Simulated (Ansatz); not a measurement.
**2H-NbTe2 monolayer in a perpendicular field**

Wanted: the out-of-plane response of the 2H-NbTe2 monolayer. A positive field points along +c.

Calculated with Ansatz 0.2.0; plane-wave DFT, PBE-D3(BJ), Ansatz PAW (set soft_1); PAW set soft_1.

### Step 1. The structure

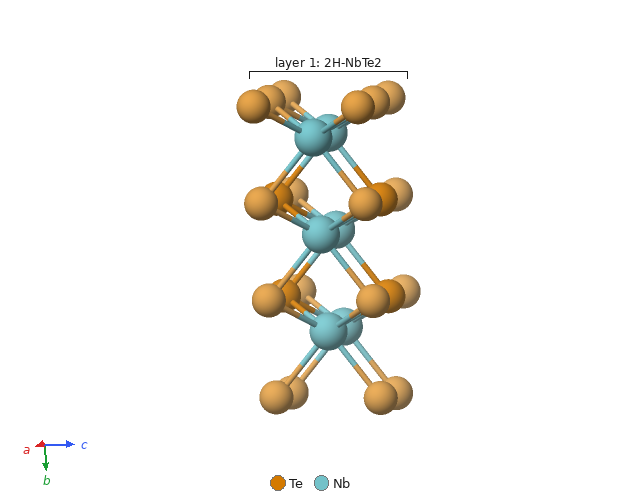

Start, viewed from the side, with the c axis across the page; tellurium orange, niobium teal. 1×2×1 cells are drawn. Some periodic images of atoms are drawn too.

The cell holds 3 atoms: 2 Te and 1 Nb. Cell: a = 3.901 Å, b = 3.901 Å, c = 38.177 Å, α = 90.0°, β = 90.0°, γ = 120.0°. Vacuum lies along c.

### Step 2. Relaxation

The starting cell is a guess, so the in-plane lattice and the atoms are relaxed first, with the slab cut off from its images along the normal.

input.yaml

```yaml
crystal:
  lattice:
    - [3.900864, 0.0, 0.0]
    - [-1.950432, 3.3782473207, 0.0]
    - [0.0, 0.0, 38.1772220229]
  atoms:
    - { symbol: Te, position: [0.3333333333, 0.6666666667, 0.4531497863] }
    - { symbol: Nb, position: [0.0, 0.0, 0.5], spin: 1.0 }
    - { symbol: Te, position: [0.3333333333, 0.6666666667, 0.5468502137] }
  periodic: [true, true, false]
magnetization:
  spin_polarized: true
kpoints:
  mp_grid: { grid: [12, 12, 1] }
hamiltonian:
  xc: pbe
  dispersion: d3bj
  pseudopotentials: { kind: paw, azcp: { folder: soft_1 } }
scf:
  occupations: { method: fermi_dirac, width: 0.05 }
  convergence: { dr2_threshold: 1.0e-09 }
relax:
  f_tol: 0.004
  max_steps: 90
  cell: {}
output:
  write_potential: true
  write_density: true
  volumetric_format: npy
```

Run with:

```sh
> ansatz run input.yaml --threads 2 --pin off --max-ram 3072MiB --backend cpu --events-out ev --progress --plain --runs-dir out
```

Numbers of over 12 decimals in the logs are rounded to 6 here.

The log of the run:

```text
Warning: relax.cell: scf.convergence.dr2_threshold = 1e-9 eV is looser than the 1.62741912373e-10 eV advised for a relaxation that steers and ends on the stress (1e-10 eV for each atom of the cell: 3, times the square of relax.cell.stress_2d_tol = 0.05 N/m over 13.6 Å (the atoms' height at the walk's start and 5 Å past either face), 3.683e-2 GPa, over a crystal's default 0.05). What an SCF threshold leaves in a stress goes as its square root, and in the free energy as the threshold itself, and one threshold admits the most on a small cell: [figures from the program's tests cut] Set scf.convergence.dr2_threshold to 1.62741912373e-10 eV or tighter. [rest of the remark cut]
Engine: ansatz 0.2.0, x86_64-unknown-linux-gnu
Pseudopotentials: kind: paw
Pseudopotential: Te, paw, valence charge 16, recommended cutoff 420 eV (normal), soft_1/Te.paw.azcp
Pseudopotential: Nb, paw, valence charge 13, recommended cutoff 420 eV (normal), soft_1/Nb.paw.azcp
Functional definition: PBE
  parameter kappa = 0.804
  parameter beta = 0.066725
  exchange = pbe_x(kappa = kappa, mu = beta*pi^2/3)
  correlation = pbe_c(beta = beta)
Crystal: 3 atoms, lattice volume = 503.103 Å³
Basis set: ecut = 420 eV, 9979 PW (Γ), exchange–correlation on 54×54×512 points (8 copies of the dense FFT grid, shifted against one another)
Bands: 28, of which v1, the nominal top of the filled ones, is band 23 counted from 1 (22 counted from 0)
Symmetry: 12 space group operations
Space group: P-6m2 (ITA 187), of the structure as read, at distance tolerance 8.0e-5 Å
Magnetic group: BNS 187.209 (UNI 1439), of the structure as read, at distance tolerance 8.0e-5 Å
k-points: 19 of 144 (time reversal used)
Non-local potential: Te, projectors of the file, l = 0: 2, l = 1: 2, l = 2: 2, l = 3: 1
Non-local potential: Nb, projectors of the file, l = 0: 3, l = 1: 2, l = 2: 2, l = 3: 1
PAW form: soft (Blöchl's): semilocal exchange-correlation on the pseudo side does not see the compensation charge
PAW one-centre angular grid: Te, 590 points (default); XC on 64 Gauss nodes
PAW one-centre angular grid: Nb, 590 points (default); XC on 64 Gauss nodes
Initial density: superposition of atomic densities (neutral atoms: chi_scale 0, normalization atom)
Starting moments: Σ|m| = 1 μB on 1 of 3 sites
Initial wavefunctions: pseudopotential atomic-orbital guess
Functional: x = pbe(κ = 0.804, μ = 0.219515), c = pbe(β = 0.066725)
SCF iter   1: F=—  HF=-18514.731090 eV  |F-HF|=—  |Δ(HF+E_count)|=         —  Δρ=9.75e-3 (↑9.75e-3 ↓8.28e-3)  dr2=2.55e0  dr2_m=1.72e-2  M=0.783 μB ∫|m|=0.935 μB  β_m=0.30  ethr=3.10e-3  ⟨swp⟩=17.7  Hψ=8103  notcnv=0
Mixer restart at iter 1: flushing history
preconditioner: auto → LDOS  [metal: Δε(μ)=0.014 eV  Ē_g=7.038 eV  σ=0.050 eV  W_gap=0.07  n_scr=22 (ndim 8)  ℏωp=6.8 eV  f_vac=0.789  D(μ)=1.85/eV (n_scr^D=8)]
spin=Collinear: LDOS preconditioning applied to the charge; magnetization (m = ρ↑ − ρ↓) channel mixes plain (no charge-response kernel on spin).
SCF iter   2: F=—  HF=-18514.516642 eV  |F-HF|=—  |Δ(HF+E_count)|=   2.14e-1  Δρ=5.94e-3 (↑5.94e-3 ↓5.58e-3)  dr2=8.64e-1  dr2_m=7.93e-3  M=0.791 μB ∫|m|=0.938 μB  β_m=0.50  ethr=3.10e-3  ⟨swp⟩=3.2  Hψ=1954  notcnv=0  defer=30
SCF iter   3: F=—  HF=-18514.551032 eV  |F-HF|=—  |Δ(HF+E_count)|=   3.44e-2  Δρ=1.99e-3 (↑1.61e-3 ↓1.99e-3)  dr2=2.95e-2  dr2_m=1.05e-3  M=0.802 μB ∫|m|=0.937 μB  β_m=0.70  ethr=1.92e-3  ⟨swp⟩=3.3  Hψ=2153  notcnv=0  defer=30
SCF iter   4: F=—  HF=-18514.568339 eV  |F-HF|=—  |Δ(HF+E_count)|=         —  Δρ=4.30e-4 (↑4.09e-4 ↓4.30e-4)  dr2=4.26e-3  dr2_m=7.17e-5  M=0.813 μB ∫|m|=0.938 μB  β_m=0.70  ethr=6.55e-5  ⟨swp⟩=3.1  Hψ=2628  notcnv=0  defer=28
SCF iter   5: F=—  HF=-18514.568143 eV  |F-HF|=—  |Δ(HF+E_count)|=   1.96e-4  Δρ=1.71e-4 (↑1.71e-4 ↓1.29e-4)  dr2=1.06e-4  dr2_m=8.10e-5  M=0.828 μB ∫|m|=0.955 μB  β_m=0.79  ethr=9.47e-6  ⟨swp⟩=3.0  Hψ=2356  notcnv=0  defer=28
SCF iter   6: F=—  HF=-18514.568274 eV  |F-HF|=—  |Δ(HF+E_count)|=   1.31e-4  Δρ=8.08e-5 (↑8.08e-5 ↓7.64e-5)  dr2=2.18e-5  dr2_m=2.50e-5  M=0.836 μB ∫|m|=0.964 μB  β_m=0.89  ethr=2.36e-7  ⟨swp⟩=4.3  Hψ=2506  notcnv=0  defer=28
SCF iter   7: F=—  HF=-18514.568336 eV  |F-HF|=—  |Δ(HF+E_count)|=   6.25e-5  Δρ=3.02e-5 (↑2.50e-5 ↓3.02e-5)  dr2=5.04e-6  dr2_m=2.51e-6  M=0.846 μB ∫|m|=0.977 μB  β_m=0.93  ethr=4.84e-8  ⟨swp⟩=3.1  Hψ=2277  notcnv=0  defer=28
SCF iter   8: F=—  HF=-18514.568340 eV  |F-HF|=—  |Δ(HF+E_count)|=   3.91e-6  Δρ=1.14e-5 (↑1.14e-5 ↓7.84e-6)  dr2=9.16e-7  dr2_m=2.17e-7  M=0.849 μB ∫|m|=0.982 μB  β_m=0.93  ethr=1.12e-8  ⟨swp⟩=3.2  Hψ=2389  notcnv=0  defer=28
SCF iter   9: F=—  HF=-18514.568341 eV  |F-HF|=—  |Δ(HF+E_count)|=   4.35e-7  Δρ=3.37e-6 (↑3.37e-6 ↓2.09e-6)  dr2=4.66e-8  dr2_m=2.66e-8  M=0.849 μB ∫|m|=0.983 μB  β_m=0.97  ethr=2.04e-9  ⟨swp⟩=3.3  Hψ=2225  notcnv=0  defer=28
SCF iter  10: F=—  HF=-18514.568341 eV  |F-HF|=—  |Δ(HF+E_count)|=   2.40e-8  Δρ=7.50e-7 (↑4.32e-7 ↓7.50e-7)  dr2=3.56e-9  dr2_m=8.47e-10  M=0.849 μB ∫|m|=0.983 μB  β_m=0.93  ethr=1.04e-10  ⟨swp⟩=3.6  Hψ=2346  notcnv=0  defer=28
SCF iter  11: F=—  HF=-18514.568341 eV  |F-HF|=—  |Δ(HF+E_count)|=   6.06e-9  Δρ=1.52e-7 (↑1.52e-7 ↓1.36e-7)  dr2=1.14e-10  dr2_m=7.36e-11  M=0.849 μB ∫|m|=0.983 μB  β_m=0.96  ethr=7.91e-12  ⟨swp⟩=3.4  Hψ=2347  notcnv=0  defer=28
SCF iter  12: F=-18514.568341 eV  HF=-18514.568341 eV  |F-HF|=1.82e-10  |Δ(HF+E_count)|=   1.83e-9  Δρ=2.00e-8 (↑1.83e-8 ↓2.00e-8)  dr2=3.60e-12  dr2_m=4.83e-13  M=0.849 μB ∫|m|=0.983 μB  ethr=1.00e-12  ⟨swp⟩=8.1  Hψ=7427  notcnv=0
SCF 1 converged in 12 iterations: F = -18514.568341 eV  dr2 = 3.60e-12
  greatest PAW one-centre occupation: 0.998 electrons in one spin orbital (limit 2), on the Nb atom at site 1 (counted from 0), in its partial waves of l = 0
relax step   1: F+E_penalty+E_count = -18514.56834077 eV  Δ(F+E_penalty+E_count) = +0.000e0 eV  max|allowed force component| = 2.384e-1 eV/Å  Δτ_max = 0.0000 Å  P = -5.132 N/m  Ω = 503.103 Å³  fix = [c, alpha, beta]  reactions: c -0.000 N/m  (12 SCF iters, accepted)
Crystal: 3 atoms, lattice volume = 455.277 Å³
Basis set: ecut = 420 eV, 8947 PW (Γ), exchange–correlation on 54×54×512 points (8 copies of the dense FFT grid, shifted against one another)
Initial density: handed on by an earlier stage of this run
Starting moments: Σ|m| = 1 μB on 1 of 3 sites; this step starts from the density that it was given
Initial wavefunctions: those handed on with the density
iter 1 solved again at ethr=1.19e-4 eV; its pass at ethr=3.10e-3 eV (dr2=5.35e-2 eV) is discarded
[...]
relax step   4: F+E_penalty+E_count = -18514.86424987 eV  Δ(F+E_penalty+E_count) = -2.350e-2 eV  max|allowed force component| = 4.532e-2 eV/Å  Δτ_max = 0.0527 Å  P = +0.693 N/m  Ω = 428.075 Å³  energy of the carried Pulay correction = +2.101e-3 eV  fix = [c, alpha, beta]  reactions: c +0.000 N/m  (14 SCF iters, accepted)
[...]
relax step   5: F+E_penalty+E_count = -18514.86619762 eV  Δ(F+E_penalty+E_count) = -1.948e-3 eV  max|allowed force component| = 8.027e-2 eV/Å  Δτ_max = 0.0188 Å  P = -0.085 N/m  Ω = 437.446 Å³  energy of the carried Pulay correction = +1.808e-3 eV  fix = [c, alpha, beta]  reactions: c -0.000 N/m  (10 SCF iters, accepted)
[...]
relax step   6: F+E_penalty+E_count = -18514.86738203 eV  Δ(F+E_penalty+E_count) = -1.184e-3 eV  max|allowed force component| = 1.230e-3 eV/Å  Δτ_max = 0.0106 Å  P = -0.046 N/m  Ω = 435.179 Å³  energy of the carried Pulay correction = +1.878e-3 eV  fix = [c, alpha, beta]  reactions: c -0.000 N/m  (8 SCF iters, accepted)
[...]
relax step   7: F+E_penalty+E_count = -18514.86578655 eV  Δ(F+E_penalty+E_count) = +1.595e-3 eV  max|allowed force component| = 1.557e-3 eV/Å  Δτ_max = 0.0000 Å  P = -0.055 N/m  Ω = 435.179 Å³  fix = [c, alpha, beta]  reactions: c -0.000 N/m  stress off target by 5.47e-2 N/m on what of the cell is left free  SCF on the basis re-selected at this cell (its energy is not comparable with the rows above)  (6 SCF iters)
[...]
relax step   8: F+E_penalty+E_count = -18514.86583654 eV  Δ(F+E_penalty+E_count) = -4.999e-5 eV  max|allowed force component| = 1.413e-4 eV/Å  Δτ_max = 0.0012 Å  P = -0.003 N/m  Ω = 434.564 Å³  energy of the carried Pulay correction = +1.929e-5 eV  fix = [c, alpha, beta]  reactions: c -0.000 N/m  (8 SCF iters, accepted)
iter 1 solved again at ethr=8.71e-8 eV; its pass at ethr=3.10e-3 eV (dr2=3.92e-5 eV) is discarded
SCF iter   1: F=—  HF=-18514.865730 eV  |F-HF|=—  |Δ(HF+E_count)|=         —  Δρ=3.95e-7 (↑3.95e-7 ↓3.91e-7)  dr2=1.58e-9  dr2_m=1.43e-11  M=0.560 μB ∫|m|=0.576 μB  β_m=0.65  ethr=8.71e-8  ⟨swp⟩=7.1  Hψ=13491  notcnv=0
eigensolver tolerance schedule: the retry pair's looser diagonalisation over-reported the residual by 24851.70 of it (diagonalisation noise at 2.31 of the residual, at the tolerance the schedule requests for it); recorded, not acted on — ethr = c·dr2/N_el stays at c = 1.0e-1
preconditioner: auto → LDOS  [metal: Δε(μ)=0.059 eV  Ē_g=7.223 eV  σ=0.050 eV  W_gap=0.27  n_scr=18 (ndim 8)  ℏωp=7.3 eV  f_vac=0.789  D(μ)=2.67/eV (n_scr^D=12)]
spin=Collinear: LDOS preconditioning applied to the charge; magnetization (m = ρ↑ − ρ↓) channel mixes plain (no charge-response kernel on spin).
SCF iter   2: F=—  HF=-18514.865822 eV  |F-HF|=—  |Δ(HF+E_count)|=   9.15e-5  Δρ=2.28e-7 (↑2.28e-7 ↓2.28e-7)  dr2=1.45e-9  dr2_m=1.21e-12  M=0.560 μB ∫|m|=0.576 μB  β_m=0.35  ethr=3.50e-12  ⟨swp⟩=6.7  Hψ=4306  notcnv=0
SCF iter   3: F=—  HF=-18514.865822 eV  |F-HF|=—  |Δ(HF+E_count)|=   1.11e-9  Δρ=1.19e-7 (↑1.19e-7 ↓1.18e-7)  dr2=2.13e-10  dr2_m=1.10e-12  M=0.560 μB ∫|m|=0.576 μB  β_m=0.67  ethr=3.22e-12  ⟨swp⟩=3.1  Hψ=2120  notcnv=0
SCF iter   4: F=-18514.865822 eV  HF=-18514.865822 eV  |F-HF|=1.06e-10  |Δ(HF+E_count)|=  1.71e-10  Δρ=4.98e-8 (↑4.83e-8 ↓4.98e-8)  dr2=2.84e-11  dr2_m=2.61e-13  M=0.560 μB ∫|m|=0.576 μB  ethr=1.00e-12  ⟨swp⟩=13.3  Hψ=8626  notcnv=0
SCF 9 converged in 4 iterations: F = -18514.865822 eV  dr2 = 2.84e-11
relax step   9: F+E_penalty+E_count = -18514.86582158 eV  Δ(F+E_penalty+E_count) = +1.495e-5 eV  max|allowed force component| = 1.373e-4 eV/Å  Δτ_max = 0.0000 Å  P = -0.003 N/m  Ω = 434.564 Å³  fix = [c, alpha, beta]  reactions: c -0.000 N/m  stress off target by 3.02e-3 N/m on what of the cell is left free  SCF on the basis re-selected at this cell (its energy is not comparable with the rows above)  (4 SCF iters)
basis re-selected at this cell: Δ(F+E_penalty+E_count) = +1.495e-5 eV, ΔP = +0.000 N/m vs the last step (what re-selecting the basis moved, of the pressure what is left beyond the Pulay correction that the steps carried, after the strain that the cell walked since its last selection, with what the two solves' SCF thresholds leave and, on support functions, any second-order correction that the steps lacked; it is no m [...]
WARN: The output density's exchange-correlation potential varies sharply where the density is thin. Do not read a vacuum level from v_tot or v_xc, or from such a field of the output density. On a cell that repeats whose density bears no net charge and no dipole along the vacuum's axis use v_es (v_loc + v_h of the components); under efield.dipole_correction with no amplitude use v_es + v_field, which holds any externa [...]
SCF converged after 4 iterations
Magnetization: 0.5596 μB (22.7798 up, 22.2202 down)
Absolute magnetization: 0.5762 μB (∫|ρ↑−ρ↓|, with the PAW one-centre terms)
Spin contamination: 0.0046 ħ² per cell (⟨S²⟩ above its minimum at these occupations)
Per-site moments (μB) at R_I (Å): [(0.014599, 1.155974), (0.333476, 1.155974), (0.014599, 1.155974)]
Free energy (F): -18514.865822 eV
Harris-Foulkes:  -18514.865822 eV  (|F-HF|=1.06e-10)
Internal energy: -18514.843807 eV  (E = F + TS)
E sigma→0 (E₀):  -18514.854814 eV
Entropy (-TS):   -0.022015 eV (-7.338 meV/atom)
Fermi energy:    -4.976905 eV
--- Per-component energies (eV) ---
  E_band       = -1315.718578
  E_kinetic    = 716.921042
  E_local      = -126820.021720  (includes V_loc(G=0)·N_el)
  E_nonlocal   = 228.098370
  E_hartree    = 62937.807389
  E_xc         = -409.978622
  E_vxc        = -403.669584  (∫ρ·V_xc dr)
  E_paw        = -12426.551862  (= ΣΔE_a)
  E_vpaw       = -912.662206  (= ΣTr[D̂ρ^β])
  E_aug_tail   = 0.000217  (compensation charges beyond the density's cutoff)
  E_ewald      = 57260.050037
  E_disp       = -1.168657  (pairwise vdW)
  E_smearing   = -0.022015  (= −TS)
  E_closure    = 0.000000  (closes the sum)
  Σ components = -18514.865822   (vs F -18514.865822, Δ=0.00e0)
--- Forces (eV/Å), atoms counted from 1 ---
  atom   1  Te    -0.00000000    -0.00000000     0.00013734
  atom   2  Nb     0.00000000     0.00000000     0.00000000
  atom   3  Te     0.00000000    -0.00000000    -0.00013734
  max |Σ_I F_I| component: 1.62e-17 eV/Å
--- 2D stress c σ (N/m, compression-positive) ---
       -0.003025       0.000000       0.000000
        0.000000      -0.003025       0.000000
        0.000000       0.000000       0.000000
  P = ½ c Tr σ = -0.0030 N/m
--- Band table (eV; the first three rows and the last of 38) ---
  k-point 0 ↑: bands = [... 19 lower, -6.2907, -5.3658, -5.3658, -5.0549, -1.9023, -1.9023, -1.6999, -1.6999, ... 1 higher]
  k-point 1 ↑: bands = [... 19 lower, -6.2158, -5.5101, -5.4102, -5.0654, -2.1965, -2.1753, -1.8666, -1.7850, ... 1 higher]
  k-point 2 ↑: bands = [... 19 lower, -6.0075, -5.8531, -5.6671, -5.1594, -2.8557, -2.4999, -2.2467, -1.5296, ... 1 higher]
  k-point 18 ↓: bands = [... 19 lower, -7.5987, -7.5673, -6.4168, -4.3095, -2.9291, -2.4829, -1.7517, -0.4806, ... 1 higher]
  the weakly bound empty levels are not read free of the cell's end (no_gap_told)
--- Relaxed structure (7 steps of the walk, 7 accepted, 2 SCFs on fresh bases) ---
  F+E_penalty+E_count = -18514.86582158 eV   max|allowed force component| = 1.373e-4 eV/Å   (the final SCF, on the basis selected at the relaxed cell)
  cell:  # Å, volume = 434.5642 Å³
    - [3.625430, 0.0, 0.0]
    - [-1.812715, 3.139714, 0.0]
    - [0.0, 0.0, 38.1772220229]
  atoms:
    - { symbol: Te, position: [0.333333, 0.666667, 0.451193] }
    - { symbol: Nb, position: [0, -2.8783559898885975e-17, 0.5] }
    - { symbol: Te, position: [0.333333, 0.666667, 0.548807] }
```

Wall time 3.9 min (2 threads of Intel Xeon Platinum 8375C at 2.90GHz (Ice Lake), shared host); peak memory 1.1 GiB.

Step by step:

```tsv
step	energy less that of the first step (eV)	largest force component (eV/Å)	volume (Å³)
1	0.0000	0.2384	503.10
2	-0.2668	0.1553	455.28
3	-0.2724	0.4317	425.21
4	-0.2959	0.0453	428.08
5	-0.2979	0.0803	437.45
6	-0.2990	0.0012	435.18
7*	-0.2974	0.0016	435.18
8	-0.2975	0.0001	434.56
9*	-0.2975	0.0001	434.56
```

Relaxation steps marked * repeat the geometry before them on a plane-wave basis chosen anew for their cell, so energy and pressure can jump there.

Forces are held to the 12 operations that the run works with; a distortion that breaks them can't arise in this run.

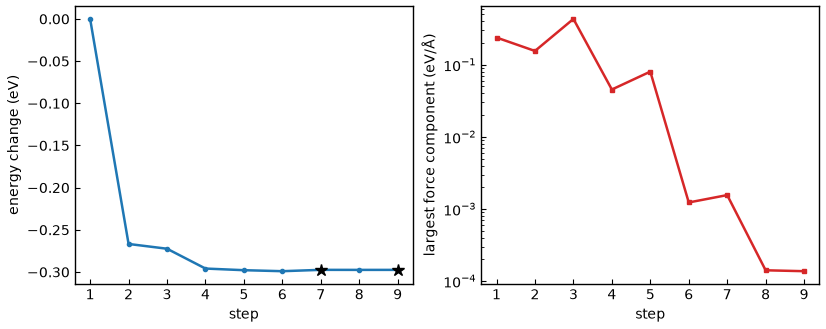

Energy and largest force along the relaxation. Stars mark steps on a basis chosen anew.

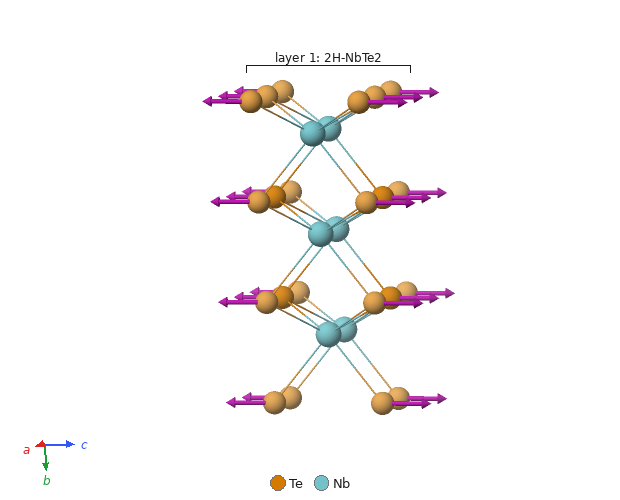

Displacements in the relaxation, exaggerated, measured against the changing cell; the longest in the cell stands for 0.07 Å. 1×2×1 cells are drawn. Some periodic images of atoms are drawn too.

```tsv
cell as run	before	after	change
a (Å)	3.901	3.625	-7.1 %
b (Å)	3.901	3.625	-7.1 %
```

The atoms that moved most (Å, along periodic axes as changes of fractional coordinates times the final cell, across vacuum about the mean position):

```tsv
atom	dx	dy	dz	length
Te1	0.000	0.000	-0.075	0.075
Te3	0.000	0.000	0.075	0.075
```

Final coordinates:

```cif
data_structure
_symmetry_space_group_name_H-M 'P 1'
_symmetry_Int_Tables_number 1
_cell_length_a 3.6254
_cell_length_b 3.6254
_cell_length_c 38.1772
_cell_angle_alpha 90.000
_cell_angle_beta 90.000
_cell_angle_gamma 120.000
_cell_volume 434.56
loop_
_atom_site_label
_atom_site_type_symbol
_atom_site_fract_x
_atom_site_fract_y
_atom_site_fract_z
_atom_site_occupancy
Te1 Te 0.33333 0.66667 0.45119 1
Nb2 Nb 0.00000 0.00000 0.50000 1
Te3 Te 0.33333 0.66667 0.54881 1
```

This step gave:

```
energy at zero smearing : -18514.8548 eV
total moment            : 0.5596 μB
site moments            : 0.01460, 0.3335, 0.01460 μB
```

Site moment by atom:

```tsv
atom	site moment (μB)
Te1	0.015
Nb2	0.333
Te3	0.015
```

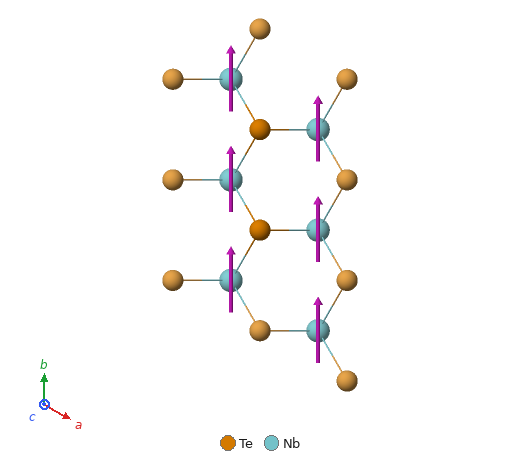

Site moment as arrows, the longest 0.333 μB. Up and down stand for the sign. Arrows give size and sign along the axis of quantisation, drawn up and down the page. 1×2×1 cells are drawn. Some periodic images of atoms are drawn too.

The lattice constant a goes from 3.901 to 3.625 Å.

[end of part 1 of 3]

[Logs are printed without paths, hosts, clocks, repeated set-up lines and the standing remarks that a program may print on its own settings, such as how far it seeks lower states.]

[Hosts, paths, dates, database ids (printed as entryN), source tags and the programs' standing remarks are cut or masked in the printed files.]

[Maps of the electrostatic potential energy from Ansatz leave out the sawtooth potential of an applied field or a dipole correction, so their vacuum need not be flat; planar profiles and work functions include it.]
